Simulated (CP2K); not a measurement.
# A workflow on C3H4ClFOSi (SMILES C#C[Si](F)(Cl)OC)

We compute a structure relaxation (singlet C3H4ClFOSi, AM1), then energy and gradient (doublet C3H4ClFOSi−, AM1), then a structure relaxation (doublet C3H4ClFOSi−, AM1), then energy and forces (singlet C3H4ClFOSi, AM1) of C3H4ClFOSi. 

Program for the calculation: CP2K 2026.2.

6 further runs of the same task are left out: 2 that didn't finish, 4 set aside as unsound or not needed.

### 1 The molecule

The species is C3H4ClFOSi (11 atoms), meant as a singlet with charge 0. As SMILES, `C#C[Si](F)(Cl)OC`. The shape comes from a force field and isn't a relaxed structure. This is one conformer, not always the lowest. The run starts from this shape.

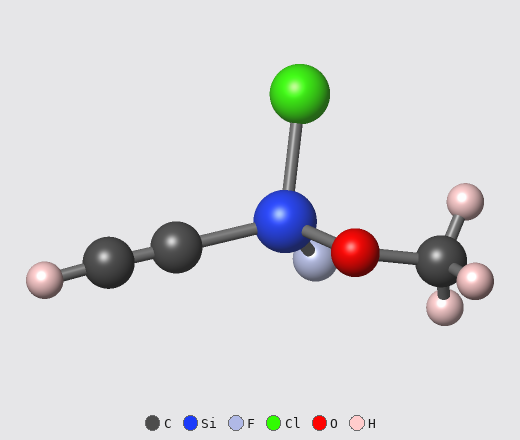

The structure, seen from a chosen angle (carbon dark grey, silicon blue, fluorine light blue, chlorine green, oxygen red, hydrogen pink).

### 2 A structure relaxation at AM1 (run 1)

run.inp reads:

```
&GLOBAL
 PROJECT run
 RUN_TYPE GEO_OPT
 PRINT_LEVEL LOW
&END GLOBAL

&FORCE_EVAL
 METHOD Quickstep
 &DFT
  &QS
   METHOD AM1
   EPS_DEFAULT 1.0E-10
   &SE
    &COULOMB
     CUTOFF [angstrom] 50
     RC_RANGE [angstrom] 0
    &END COULOMB
    &EXCHANGE
     CUTOFF [angstrom] 50
     RC_RANGE [angstrom] 0
    &END EXCHANGE
   &END SE
  &END QS
  &POISSON
   PERIODIC NONE
   POISSON_SOLVER ANALYTIC
  &END POISSON
  &SCF
   SCF_GUESS ATOMIC
   EPS_SCF 1.0E-06
   MAX_SCF 100
   ADDED_MOS 2
   &DIAGONALIZATION
    ALGORITHM STANDARD
   &END DIAGONALIZATION
   &MIXING
    METHOD DIRECT_P_MIXING
    ALPHA 0.4
   &END MIXING
  &END SCF
  &PRINT
   &MOMENTS
    PERIODIC F
    REFERENCE COM
    MAX_MOMENT 1
   &END MOMENTS
   &MULLIKEN OFF
   &END MULLIKEN
   &HIRSHFELD OFF
   &END HIRSHFELD
  &END PRINT
 &END DFT
 &SUBSYS
  &CELL
   ABC 14.7 11.3 12
   PERIODIC NONE
  &END CELL
  &COORD
   UNIT bohr
   C     -5.9739912     0.6132161     1.3700514
   C     -3.8068533     0.6874824     1.1963856
   Si    -0.3435522     0.6838919     0.9412726
   F      0.8071020     3.3810980    -0.0818251
   Cl     1.2557230     0.0544241     4.4315967
   O      0.8730535    -1.5369143    -0.9004545
   C      3.3778854    -1.2235977    -1.9093793
   H     -8.0029901     0.7345365     1.4696400
   H      3.4149241     0.4652506    -3.0721278
   H      3.7836096    -2.8861787    -3.0197823
   H      4.7386772    -1.0811123    -0.3862600
  &END COORD
  &TOPOLOGY
   &CENTER_COORDINATES
   &END CENTER_COORDINATES
  &END TOPOLOGY
 &END SUBSYS
&END FORCE_EVAL

&MOTION
 &GEO_OPT
  OPTIMIZER BFGS
  MAX_ITER 100
  MAX_FORCE 4.5E-04
  RMS_FORCE 3.0E-04
 &END GEO_OPT
 &PRINT
  &TRAJECTORY
   &EACH
    GEO_OPT 1
   &END EACH
  &END TRAJECTORY
  &FORCES ON
   &EACH
    GEO_OPT 1
   &END EACH
  &END FORCES
  &RESTART OFF
  &END RESTART
  &RESTART_HISTORY OFF
  &END RESTART_HISTORY
 &END PRINT
&END MOTION
```

Launch:

```bash
$ OMP_NUM_THREADS=1 cp2k.psmp run.inp > run.out
```

Output:

```text
CP2K| version string:                                       CP2K version 2026.2
[...]
 GLOBAL| Method name                                                        CP2K
[...]
 GLOBAL| Run type                                                        GEO_OPT
[...]
                             - Atoms:                                         11
[...]
                             - Spherical basis functions:                     32
[...]
 Number of electrons:                                                         40
[...]
     1 P_Mix/Diag. 0.40E+00    0.0     0.97028639       -54.3081212560 -5.43E+01
[...]
  *** SCF run converged in    17 steps ***
[...]
 ENERGY| Total FORCE_EVAL ( QS ) energy [hartree]            -62.660760019487768
[...]
 OPT| Step number                                                              0
[...]
 OPT| Total energy [hartree]                                      -62.6607600195
[...]
 OPT| Step number                                                             34
[...]
 OPT| Total energy [hartree]                                      -62.6869548518
[...]
     8 DIIS/Diag.  0.26E-06    0.0     0.00000067       -62.6869551006 -2.90E-11
  *** SCF run converged in     8 steps ***
  Core-core repulsion energy [eV]:                           3449.31425650803067
  Core Hamiltonian energy [eV]:                             -2822.10786696162859
  Two-electron integral energy [eV]:                        -4666.01037517481927
  Electronic energy [eV]:                                   -5155.11305454903868
  Total energy [eV]:                                        -1705.79879804100710
  Atomic reference energy [eV]:                              1698.25149559165880
  Heat of formation [kcal/mol]:                              -174.04494292455158
[...]
 ENERGY| Total FORCE_EVAL ( QS ) energy [hartree]            -62.686955100595256
[...]
```

Wall time 1.6 s (1 thread of Arm Neoverse N1, shared host); peak memory 0.14 GiB.

The path in brief:

| step | energy from the first frame kept (eV) | largest force (eV/Å) |
| --- | --- | --- |
| 1 | 0.0000 | 2.6475 |
| 3 | -0.1670 | 0.4218 |
| 5 | -0.1742 | 0.1300 |
| 7 | -0.1765 | 0.0588 |
| 9 | -0.1793 | 0.1199 |
| 11 | -0.1815 | 0.0399 |
| 13 | -0.1822 | 0.0317 |
| 15 | -0.1828 | 0.0244 |
| 17 | -0.1833 | 0.0420 |
| 19 | -0.1839 | 0.0214 |
| 21 | -0.1846 | 0.0494 |
| 23 | -0.1859 | 0.0541 |
| 25 | -0.1860 | 0.2025 |
| 27 | -0.1880 | 0.0254 |
| 29 | -0.1886 | 0.0328 |
| 31 | -0.1891 | 0.0235 |
| 33 | -0.1892 | 0.0161 |
| 35 | -0.1892 | 0.0059 |
| 36 | -0.1892 | 0.0059 |

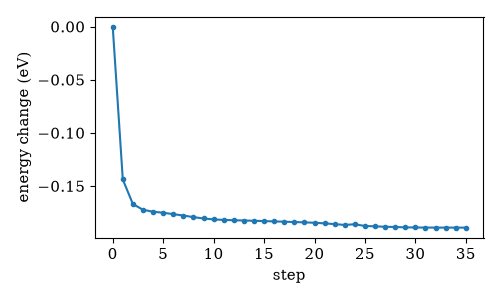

Energy along the run.

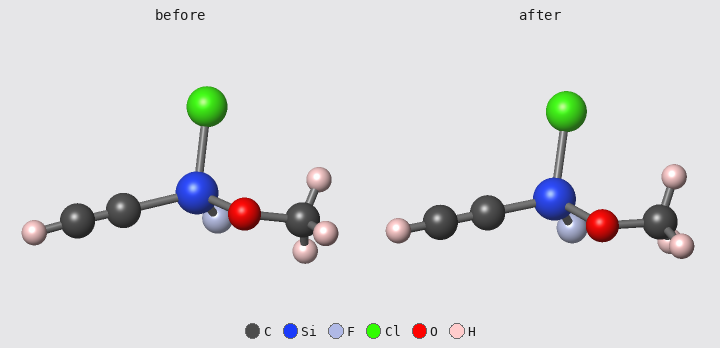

Before and after, at one scale.

After the run. Bond lengths: C1–C2 1.203 Å, C2–Si3 1.692 Å, Si3–F4 1.612 Å, Si3–Cl5 2.097 Å, Si3–O6 1.757 Å, O6–C7 1.395 Å, C1–H8 1.064 Å, C7–H9 1.121 Å, C7–H10 1.122 Å, C7–H11 1.121 Å. Some angles: C1–C2–Si3 179.2°, C2–Si3–F4 114.7°, C2–Si3–Cl5 109.8°, C2–Si3–O6 109.6°, F4–Si3–Cl5 108.6°, F4–Si3–O6 105.3°, Cl5–Si3–O6 108.5°, Si3–O6–C7 118.6°, C2–C1–H8 179.9°, O6–C7–H9 110.9°.

### 3 The doublet anion: energy and gradient at AM1 (run 2)

qs.inp reads:

```
&GLOBAL
    PROJECT qs
    RUN_TYPE ENERGY_FORCE
    PRINT_LEVEL MEDIUM
&END

&FORCE_EVAL
    METHOD QS
    &DFT
        CHARGE -1
        MULTIPLICITY 2
        UKS T
        ! Quickstep
        &QS
            METHOD AM1
            EPS_DEFAULT 1.0E-10
            &SE
                &COULOMB
                    CUTOFF [angstrom] 50
                    RC_RANGE [angstrom] 0
                &END
                &EXCHANGE
                    CUTOFF [angstrom] 50
                    RC_RANGE [angstrom] 0
                &END
            &END
        &END
        &POISSON
            PERIODIC NONE
            POISSON_SOLVER ANALYTIC
        &END
        ! SCF settings
        &SCF
            SCF_GUESS ATOMIC
            EPS_SCF 1.0E-06
            MAX_SCF 80
            ADDED_MOS 8
            &DIAGONALIZATION
                ALGORITHM STANDARD
            &END
            &MIXING
                METHOD DIRECT_P_MIXING
                ALPHA 0.4
            &END
        &END
        ! extra output
        &PRINT
            &MOMENTS
                PERIODIC F
                REFERENCE COM
                MAX_MOMENT 1
            &END
            &MO ON
                ENERGIES T
                OCCUPATION_NUMBERS T
                NDIGITS 6
                &EACH
                    QS_SCF 0
                &END
                ADD_LAST NUMERIC
            &END
            &HIRSHFELD OFF
            &END
        &END
    &END
    &SUBSYS
        ! box in angstrom
        &CELL
            ABC 14.5 11.4 12.1
            PERIODIC NONE
        &END
        &COORD
            UNIT bohr
            C      9.6949904    10.9311132    12.0464711
            C     11.9474098    11.1522716    11.8342209
            Si    15.1203734    11.4175552    11.5446733
            F     16.0776708    14.0727149    10.4002608
            Cl    16.8409936    10.8667246    15.0714106
            O     16.2475175     9.1029279     9.4465292
            C     18.8074161     9.1061801     8.8190740
            H      7.7019738    10.7390736    12.2376188
            H     19.4040404    11.0040226     8.0894848
            H     19.0340188     7.6485512     7.2961400
            H     19.9851048     8.5752578    10.4980787
        &END
        &TOPOLOGY
            &CENTER_COORDINATES
            &END
        &END
    &END
    ! extra output
    &PRINT
        &FORCES ON
        &END
    &END
&END
```

Launch:

```bash
$ OMP_NUM_THREADS=1 cp2k.psmp -i qs.inp -o qs.out
```

Output:

```text
CP2K| version string:                                       CP2K version 2026.2
[...]
 GLOBAL| Method name                                                        CP2K
[...]
 GLOBAL| Run type                                                   ENERGY_FORCE
[...]
                             - Atoms:                                         11
[...]
                             - Spherical basis functions:                     32
[...]
 Number of electrons:                                                         21
[...]
     1 P_Mix/Diag. 0.40E+00    0.0     0.48049047       -54.7207021804 -5.47E+01
[...]
    35 DIIS/Diag.  0.25E-06    0.0     0.00000097       -62.7117646915 -6.68E-13
  *** SCF run converged in    35 steps ***
  Core-core repulsion energy [eV]:                           3449.31403503944512
  Core Hamiltonian energy [eV]:                             -2858.16707780499928
  Two-electron integral energy [eV]:                        -4595.24171715534976
  Electronic energy [eV]:                                   -5155.78793638267416
  Total energy [eV]:                                        -1706.47390134322927
  Atomic reference energy [eV]:                              1698.25149559165880
  Heat of formation [kcal/mol]:                              -189.61319615038937
[...]
 SE_DIPOLE| Moment [Debye]          0.57236658       0.04050535       2.48837188
 SE_DIPOLE| Derivative [a.u.]       0.00000000       0.00000000       0.00000000
 ENERGY| Total FORCE_EVAL ( QS ) energy [hartree]            -62.711764691530874
[...]
```

Wall time 0.56 s (1 thread of Arm Neoverse N1, shared host); peak memory 0.14 GiB.

### 4 The doublet anion: a geometry optimisation at AM1 (run 3)

run.inp reads:

```
&GLOBAL
  PROJECT_NAME run
  RUN_TYPE GEO_OPT
  PRINT_LEVEL LOW
&END GLOBAL
&FORCE_EVAL
  METHOD QUICKSTEP
  &DFT
    CHARGE -1
    MULTIPLICITY 2
    UKS T
    &QS
      METHOD AM1
      EPS_DEFAULT 1.0E-10
      &SE
        &COULOMB
          CUTOFF [angstrom] 50
          RC_RANGE [angstrom] 0
        &END COULOMB
        &EXCHANGE
          CUTOFF [angstrom] 50
          RC_RANGE [angstrom] 0
        &END EXCHANGE
      &END SE
    &END QS
    &POISSON
      PERIODIC NONE
      POISSON_SOLVER ANALYTIC
    &END POISSON
    &SCF
      SCF_GUESS ATOMIC
      EPS_SCF 1.0E-06
      MAX_SCF 80
      ADDED_MOS 8
      &DIAGONALIZATION
        ALGORITHM STANDARD
      &END DIAGONALIZATION
      &MIXING
        METHOD DIRECT_P_MIXING
        ALPHA 0.4
      &END MIXING
    &END SCF
    # extra output
    &PRINT
      &MOMENTS
        PERIODIC F
        REFERENCE COM
        MAX_MOMENT 1
      &END MOMENTS
      &MULLIKEN OFF
      &END MULLIKEN
      &HIRSHFELD OFF
      &END HIRSHFELD
    &END PRINT
  &END DFT
  # structure
  &SUBSYS
    # box in angstrom
    &CELL
      ABC [angstrom] 14.5 11.4 12.1
      PERIODIC NONE
    &END CELL
    &COORD
      UNIT bohr
      C      9.6949904    10.9311132    12.0464711
      C     11.9474098    11.1522716    11.8342209
      Si    15.1203734    11.4175552    11.5446733
      F     16.0776708    14.0727149    10.4002608
      Cl    16.8409936    10.8667246    15.0714106
      O     16.2475175     9.1029279     9.4465292
      C     18.8074161     9.1061801     8.8190740
      H      7.7019738    10.7390736    12.2376188
      H     19.4040404    11.0040226     8.0894848
      H     19.0340188     7.6485512     7.2961400
      H     19.9851048     8.5752578    10.4980787
    &END COORD
    &TOPOLOGY
      &CENTER_COORDINATES
      &END CENTER_COORDINATES
    &END TOPOLOGY
  &END SUBSYS
&END FORCE_EVAL
# ionic moves
&MOTION
  &GEO_OPT
    OPTIMIZER BFGS
    MAX_ITER 100
    MAX_FORCE 4.5E-04
    RMS_FORCE 3.0E-04
  &END GEO_OPT
  # extra output
  &PRINT
    &TRAJECTORY
      &EACH
        GEO_OPT 1
      &END EACH
    &END TRAJECTORY
    &FORCES ON
      &EACH
        GEO_OPT 1
      &END EACH
    &END FORCES
    &RESTART OFF
    &END RESTART
    &RESTART_HISTORY OFF
    &END RESTART_HISTORY
  &END PRINT
&END MOTION
```

Launch:

```bash
$ OMP_NUM_THREADS=1 cp2k.psmp -i run.inp > run.out 2>&1
```

Output:

```text
CP2K| version string:                                       CP2K version 2026.2
[...]
 GLOBAL| Method name                                                        CP2K
[...]
 GLOBAL| Run type                                                        GEO_OPT
[...]
                             - Atoms:                                         11
[...]
                             - Spherical basis functions:                     32
[...]
 Number of electrons:                                                         21
[...]
     1 P_Mix/Diag. 0.40E+00    0.0     0.48049047       -54.7207021804 -5.47E+01
[...]
  *** SCF run converged in    35 steps ***
[...]
 ENERGY| Total FORCE_EVAL ( QS ) energy [hartree]            -62.711764691530874
[...]
 OPT| Step number                                                              0
[...]
 OPT| Total energy [hartree]                                      -62.7117646915
[...]
 OPT| Step number                                                             39
[...]
 OPT| Total energy [hartree]                                      -62.7241523637
[...]
     9 DIIS/Diag.  0.14E-06    0.0     0.00000049       -62.7241527265 -1.07E-11
  *** SCF run converged in     9 steps ***
  Core-core repulsion energy [eV]:                           3382.90176619061231
  Core Hamiltonian energy [eV]:                             -2858.89743626712243
  Two-electron integral energy [eV]:                        -4461.63065368472144
  Electronic energy [eV]:                                   -5089.71276310948360
  Total energy [eV]:                                        -1706.81099691887107
  Atomic reference energy [eV]:                              1698.25149559165880
  Heat of formation [kcal/mol]:                              -197.38680541229803
[...]
 ENERGY| Total FORCE_EVAL ( QS ) energy [hartree]            -62.724152726530036
[...]
```

It took 4.2 s on 1 thread of Arm Neoverse N1, shared host; peak memory 0.14 GiB.

Steps, from the record of the run:

| step | energy from the first frame kept (eV) | largest force (eV/Å) |
| --- | --- | --- |
| 1 | 0.0000 | 1.1895 |
| 3 | -0.0876 | 0.6725 |
| 5 | -0.1129 | 0.3959 |
| 7 | -0.1197 | 0.1195 |
| 9 | -0.1274 | 0.4402 |
| 11 | -0.1376 | 0.3123 |
| 13 | -0.1419 | 0.1504 |
| 15 | -0.1432 | 0.0785 |
| 17 | -0.1440 | 0.0896 |
| 19 | -0.1457 | 0.1972 |
| 21 | -0.1484 | 0.1627 |
| 23 | -0.1505 | 0.0922 |
| 25 | -0.1518 | 0.0749 |
| 27 | -0.1537 | 0.0951 |
| 29 | -0.1549 | 0.1092 |
| 31 | -0.1556 | 0.1089 |
| 33 | -0.1559 | 0.0322 |
| 35 | -0.1561 | 0.0270 |
| 37 | -0.1563 | 0.0167 |
| 39 | -0.1563 | 0.0102 |
| 41 | -0.1563 | 0.0078 |

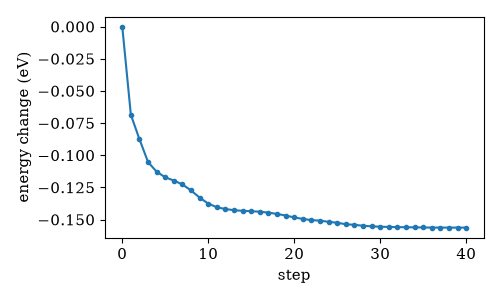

Energy along the run.

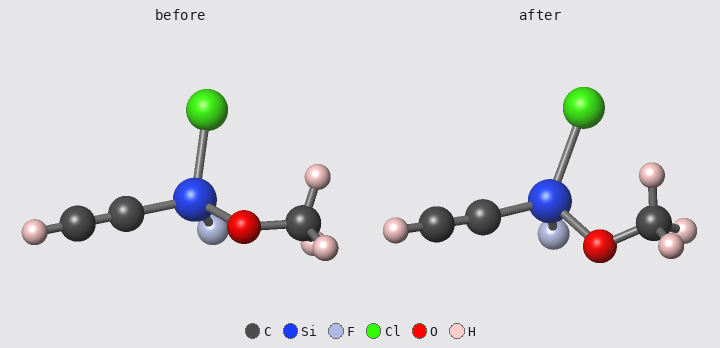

Before and after, at one scale.

After the run. Bond lengths: C1–C2 1.205 Å, C2–Si3 1.750 Å, Si3–F4 1.630 Å, Si3–Cl5 2.294 Å, Si3–O6 1.807 Å, O6–C7 1.384 Å, C1–H8 1.058 Å, C7–H9 1.124 Å, C7–H10 1.124 Å, C7–H11 1.122 Å. Some angles: C1–C2–Si3 175.5°, C2–Si3–F4 108.9°, C2–Si3–Cl5 120.7°, C2–Si3–O6 103.0°, F4–Si3–Cl5 113.3°, F4–Si3–O6 98.6°, Cl5–Si3–O6 109.5°, Si3–O6–C7 117.0°, C2–C1–H8 179.8°, O6–C7–H9 110.3°.

### 5 Energy and forces at AM1 (run 4)

job.inp reads:

```
&GLOBAL
  PROJECT job
  RUN_TYPE ENERGY_FORCE
  PRINT_LEVEL MEDIUM
&END GLOBAL

&FORCE_EVAL
  METHOD Quickstep
  &DFT
    CHARGE 0
    MULTIPLICITY 1
    &QS
      METHOD AM1
      EPS_DEFAULT 1.0E-10
      &SE
        &COULOMB
          CUTOFF [angstrom] 50
          RC_RANGE [angstrom] 0
        &END COULOMB
        &EXCHANGE
          CUTOFF [angstrom] 50
          RC_RANGE [angstrom] 0
        &END EXCHANGE
      &END SE
    &END QS
    &POISSON
      PERIODIC NONE
      POISSON_SOLVER ANALYTIC
    &END POISSON
    &SCF
      SCF_GUESS ATOMIC
      EPS_SCF 1.0E-06
      MAX_SCF 100
      ADDED_MOS 2
      &DIAGONALIZATION
        ALGORITHM STANDARD
      &END DIAGONALIZATION
      &MIXING
        METHOD DIRECT_P_MIXING
        ALPHA 0.4
      &END MIXING
    &END SCF
    &PRINT
      &MOMENTS
        PERIODIC F
        REFERENCE COM
        MAX_MOMENT 1
      &END MOMENTS
      &MO ON
        ENERGIES T
        OCCUPATION_NUMBERS T
        NDIGITS 6
        &EACH
          QS_SCF 0
        &END EACH
        ADD_LAST NUMERIC
      &END MO
      &HIRSHFELD OFF
      &END HIRSHFELD
    &END PRINT
  &END DFT
  &SUBSYS
    &CELL
      ABC [angstrom] 14.5 11.8 11.9
      PERIODIC NONE
    &END CELL
    &COORD
      UNIT bohr
      C      9.6352373    10.5057680    12.2073227
      C     11.8323066    11.0451563    11.9517033
      Si    15.0618523    11.7493041    11.8236989
      F     15.4141067    14.6201836    10.7670283
      Cl    17.6666395    10.8158380    15.1608059
      O     16.1102327    10.0547641     9.0499362
      C     18.4741005     8.9433405     9.1632688
      H      7.7073859    10.0299425    12.4396211
      H     19.9731334    10.3420969     8.6077932
      H     18.4898798     7.3461346     7.7620897
      H     18.9234755     8.1828883    11.0905229
    &END COORD
    &TOPOLOGY
      &CENTER_COORDINATES
      &END CENTER_COORDINATES
    &END TOPOLOGY
  &END SUBSYS
  &PRINT
    &FORCES ON
    &END FORCES
  &END PRINT
&END FORCE_EVAL
```

Launch:

```bash
$ OMP_NUM_THREADS=1 cp2k.psmp -i job.inp -o job.out
```

Output:

```text
CP2K| version string:                                       CP2K version 2026.2
[...]
 GLOBAL| Method name                                                        CP2K
[...]
 GLOBAL| Run type                                                   ENERGY_FORCE
[...]
                             - Atoms:                                         11
[...]
                             - Spherical basis functions:                     32
[...]
 Number of electrons:                                                         40
[...]
     1 P_Mix/Diag. 0.40E+00    0.0     0.92859601       -54.4618523179 -5.45E+01
[...]
    17 DIIS/Diag.  0.29E-06    0.0     0.00000053       -62.6682101467 -1.47E-11
  *** SCF run converged in    17 steps ***
  Core-core repulsion energy [eV]:                           3382.90173715835044
  Core Hamiltonian energy [eV]:                             -2816.71868094750926
  Two-electron integral energy [eV]:                        -4542.94355622973126
  Electronic energy [eV]:                                   -5088.19045906237534
  Total energy [eV]:                                        -1705.28872190402444
  Atomic reference energy [eV]:                              1698.25149559165880
  Heat of formation [kcal/mol]:                              -162.28230683780214
[...]
 SE_DIPOLE| Moment [Debye]          2.20150900       0.89402169      -0.52718050
 SE_DIPOLE| Derivative [a.u.]       0.00000000       0.00000000       0.00000000
 ENERGY| Total FORCE_EVAL ( QS ) energy [hartree]            -62.668210146658424
[...]
```

It took 0.47 s on 1 thread of Arm Neoverse N1, shared host; peak memory 0.14 GiB.

### 6 What came out

| quantity | value |
| --- | --- |
| run 1, AM1: total energy at the end | -62.68696 Eh |
| run 1, AM1: dipole moment | 2.21 D |
| run 1, AM1: heat of formation | -174.0 kcal/mol |
| doublet anion, run 2: total energy | -62.71176 Eh |
| doublet anion, run 2: HOMO energy (highest over α and β) | -1.02 eV |
| doublet anion, run 2: LUMO energy (lowest over α and β) | 5.41 eV |
| doublet anion, run 2: heat of formation at this unrelaxed shape | -189.6 kcal/mol |
| doublet anion, run 2: largest force on an atom | 1.701 eV/Å |
| doublet anion, run 3: total energy at the end | -62.72415 Eh |
| doublet anion, run 3: heat of formation | -197.4 kcal/mol |
| run 4, AM1: total energy | -62.66821 Eh |
| run 4, AM1: dipole moment | 2.43 D |
| run 4, AM1: HOMO energy | -11.15 eV |
| run 4, AM1: LUMO energy | -1.16 eV |
| run 4, AM1: HOMO–LUMO gap | 9.99 eV |
| run 4, AM1: heat of formation at this unrelaxed shape | -162.3 kcal/mol |
| run 4, AM1: largest force on an atom | 1.824 eV/Å |
| adiabatic electron affinity (to the doublet anion, no zero-point term) | 1.012 eV |

The adiabatic electron affinity (to the doublet anion, no zero-point term) is 1.01 eV (98 kJ/mol). The largest force (run 4, AM1) is 1.82 eV/Å: the shape isn't a stationary point for this species at this level. The optimisation (run 1, AM1) took 35 steps. The optimisation (doublet anion, run 3) took 40 steps.
